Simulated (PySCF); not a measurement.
C3H15N2PSi2

The calculation's input:

```
{"job": {"kind": "nmr", "xc": "PBE0", "basis": "pcSseg-1"}, "charge": 0, "multiplicity": 1}
C      1.730142     1.757777     0.176856
N      1.419467     0.478403    -0.419323
C      1.991345    -0.604280     0.345320
C      0.000072     0.308312    -0.697057
Si    -0.225550    -1.018770    -2.061295
Si    -1.170308     0.089030     0.815791
N     -0.982644    -1.481658     1.517647
P     -3.260557     0.411840     0.022773
H      1.317520     1.869424     1.190495
H      1.333103     2.554714    -0.450952
H      2.813405     1.869927     0.229291
H      1.808264    -1.544437    -0.170277
H      1.576390    -0.673149     1.361139
H      3.068862    -0.453199     0.413547
H     -0.319322     1.242894    -1.176380
H     -1.557554    -0.874050    -2.649033
H      0.823409    -0.815222    -3.057789
H     -0.113570    -2.385442    -1.528366
H     -0.907682     0.996840     1.947053
H     -1.702738    -1.804574     2.145292
H     -0.702091    -2.241252     0.918460
H     -3.125388     1.777400    -0.138801
H     -3.819328     0.566457     1.275690
```

Run with:

```sh
OMP_NUM_THREADS=1 python probes_run.py task.json out
```

Geometry: GFN2-xTB.

Method: PBE0/pcSseg-1, SCF density, gas phase, non-relativistic (PySCF 2.14.0).

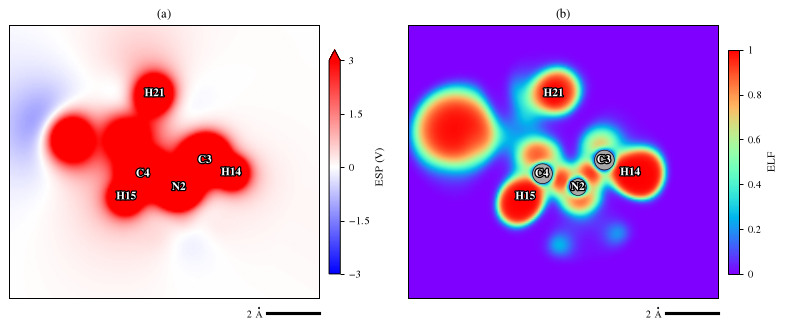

Figure 1. (a) molecular electrostatic potential; (b) electron localisation function on the plane of atoms N2, C3 and H14. Grey discs cover the atomic cores in the ELF map.

Q: Interpret the plot.

A:
- Atoms in the plane: N, C and H.
- C–N (1.44 Å): the ELF peaks at about 0.95 between the atoms; a shared electron pair.
- C–H (1.09 Å): the ELF climbs to about 1 towards the hydrogen, as it does in any bond to H: a covalent bond by its length.
- The ELF also peaks beside P8, away from the bonds: lone-pair regions.
- Outside the dense part of the molecule the potential is most negative (−1.1 V) near P8, which lies off the plane.

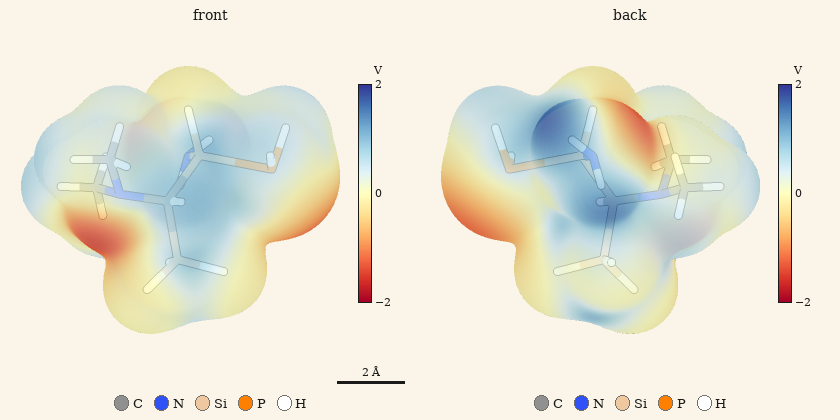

Figure 2. The electrostatic potential painted on the density surface at 0.002 e/bohr³, seen from the front and from behind; red is negative and blue positive.

Q: Describe the electrostatic potential map.

A: The most negative region (about −1.4 V) lies over N2, the most positive (about +1.6 V) over H20. N2 is the likeliest acceptor of a hydrogen bond.

Q: What dipole moment does the calculation give?

A: Its dipole moment is 1.15 D.
